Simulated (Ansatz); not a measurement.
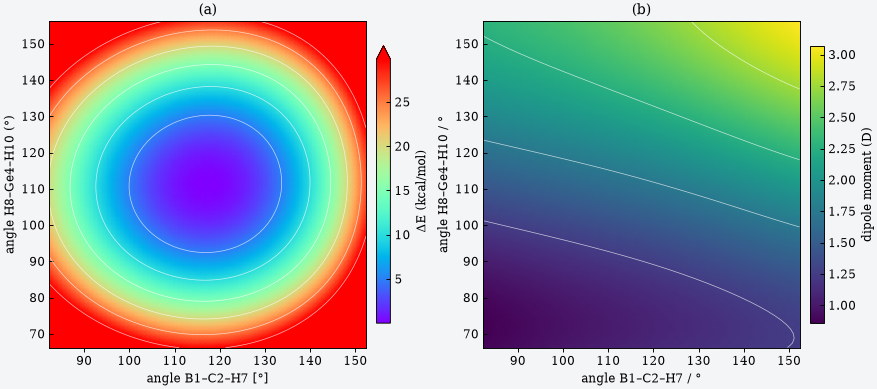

CH₆BClGe, SMILES B[CH](Cl)[GeH3]. 
- First axis: angle B1–C2–H7. Second axis: angle H8–Ge4–H10.
- Nothing is relaxed (all other coordinates rigid).
- The grid has 11 × 11 points.
- Energies: kcal/mol, counted from the lowest grid point.
- Level of theory: RKS PBE0-D4/def2-TZVP in Ansatz.

Panel (a) is the energy; panel (b) is the computed dipole moment, in D.

The picture shows a smooth colour map with a few white contour lines, one colour for all values above the top of the scale. Between grid points the surface is interpolated.

Q: How does the dipole moment vary over the map, and what is it at the lowest grid point?

A: Leaving out the highest fifth of the energies, it runs from 0.91 D at angle B1–C2–H7 = 89.3°, angle H8–Ge4–H10 = 75.2° to 2.79 D at angle B1–C2–H7 = 131.3°, angle H8–Ge4–H10 = 156.2°. At the lowest grid point, angle B1–C2–H7 = 117.3°, angle H8–Ge4–H10 = 111.2°, it is 1.71 D.
